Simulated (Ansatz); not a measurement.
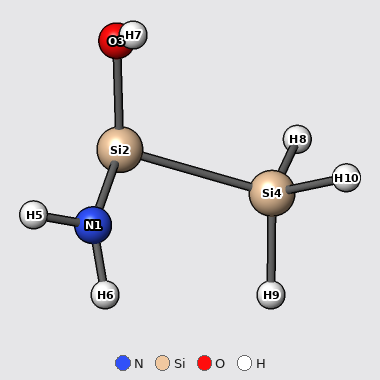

The system is H₆NOSi₂, SMILES N[Si](O)[SiH3], spin multiplicity 2; the picture shows the reference structure. The first coordinate is: dihedral Si4–Si2–O3–H7; the second: dihedral H5–N1–Si2–Si4. Nothing is relaxed (all other coordinates rigid). The grid has 10 × 10 points. Points are written as (first, second). Energies are in kJ/mol, from the lowest grid point. Level of theory: Ansatz, UKS B3LYP-D4/def2-SVP.

Its coordinates:

```xyz
10

N     0.0408    1.6549   -0.5017
Si   -0.0340   -0.0276   -0.9773
O     1.5094   -0.4503   -1.4894
Si   -0.7068   -1.2169    0.9729
H     0.4078    2.3448   -1.1548
H    -0.7280    2.0571    0.0301
H     2.2373    0.0241   -1.0631
H    -0.9413   -2.6508    0.6326
H    -1.9938   -0.6331    1.4658
H     0.2920   -1.1533    2.0878
```

Range: dihedral Si4–Si2–O3–H7 from −180 to 144°; dihedral H5–N1–Si2–Si4 from −180 to 144°.

**What landscape does the calculation give?**

The lowest grid point is at (108°, −180°). The bottom of the well lies between grid points, at about (90°, 165°), about 1.5 kJ/mol lower on the interpolated surface. There are further wells near (−72°, −180°) (3.6 kJ/mol above the lowest at that grid point); (108°, 0°) (5.8 kJ/mol above the lowest at that grid point). The highest grid point, (−36°, −108°), lies 30.7 kJ/mol above the lowest. On the interpolated surface the easiest way out of the lowest well to the well at about (−85°, 175°) passes a barrier of about 7 kJ/mol, counted from the interpolated bottom of the well. Round the minimum the two coordinates are weakly coupled (coupling −0.06 in units of the two stiffnesses).

```csv
"dihedral H5–N1–Si2–Si4 ↓, dihedral Si4–Si2–O3–H7 →",−180,−144,−108,−72,−36,0,36,72,108,144
144,5.4,8.5,8.4,6.3,5.8,4.9,2.1,0.1,0.9,2.9
108,8.8,10.7,15.4,17.6,15.3,9.2,4.0,4.7,9.0,10.2
72,16.1,14.6,18.6,25.5,27.0,19.7,10.4,8.6,14.7,18.4
36,18.9,17.6,17.0,21.6,26.7,23.9,13.9,7.2,10.3,16.7
0,16.7,18.9,16.9,16.5,20.2,20.9,13.9,6.1,5.8,11.4
−36,10.6,13.8,16.1,16.5,17.2,15.8,11.0,6.5,6.2,8.3
−72,10.5,10.1,15.6,21.8,22.9,17.9,11.8,10.8,13.7,13.8
−108,16.7,12.5,16.0,25.8,30.7,25.6,16.9,14.6,19.5,21.5
−144,14.7,10.9,9.2,15.1,22.2,21.9,14.0,8.1,10.3,14.8
−180,7.6,7.5,3.6,3.6,8.1,10.4,6.0,0.2,0.0,4.0
```

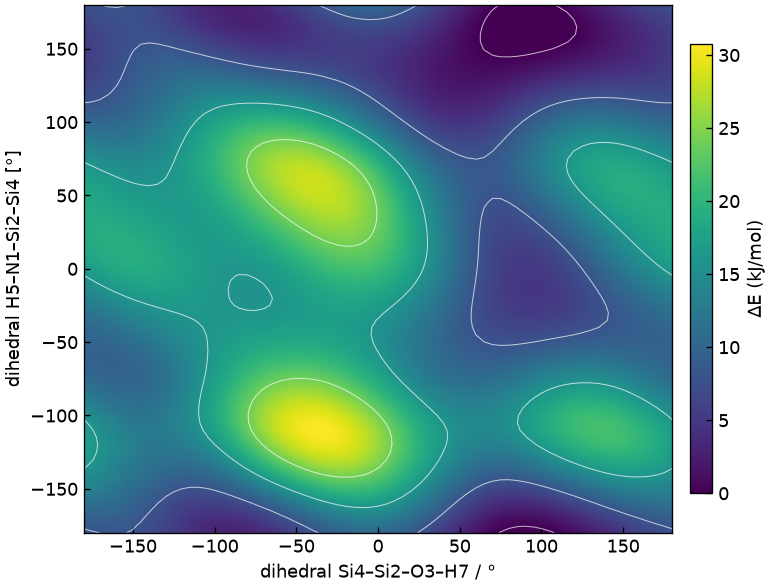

The picture shows a smooth colour map with a few white contour lines. Between grid points the surface is interpolated.

Each point was launched as `ansatz run input.yaml --threads 1 --pin off --max-ram 2560MiB --backend cpu --events-out ev --progress --plain --runs-dir out`. The whole map (100 points run) took 10 min on 1 thread of Arm Neoverse V2, on a shared host.
